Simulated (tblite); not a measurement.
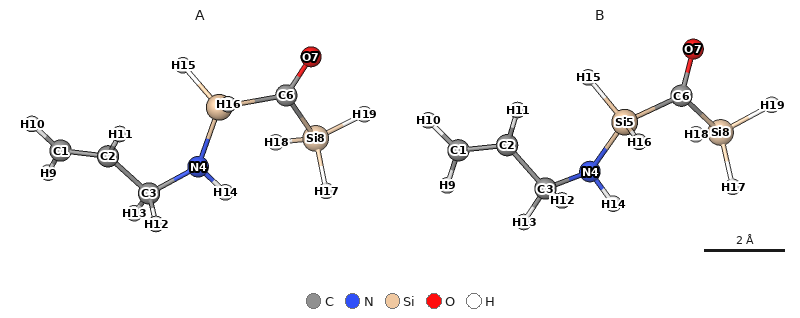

Two geometries of C4H11NOSi2, drawn at one scale. One is the start of a relaxation, the other its converged end. Style: ball-and-stick. Shown at a tilt.

Computed with tblite 0.8.0, GFN2-xTB geometry optimisation, gas phase. 

Q: Which geometry has the lower energy?

A: Structure A is the relaxed one. The energy falls by 70.8 kJ/mol in 147 geometry steps. The atom that moves furthest after the best rigid fit is H16 (1.01 Å). Largest moves by element: H 1.01 Å, O 0.56 Å, N 0.43 Å, Si 0.41 Å, C 0.30 Å. Among the contacts that change: C6–Si8 1.825 → 1.930 Å, N4–Si5 1.782 → 1.712 Å, N4–H14 1.043 → 1.009 Å, C6–O7 1.241 → 1.218 Å. Among the angles between lasting bonds that change: C3–N4–Si5 108.0° → 126.7°, C3–C2–H11 123.2° → 114.8°, N4–Si5–C6 112.6° → 104.5°. Groups turn about Si5–C6 by about 35°, C6–Si8 by about 25°.
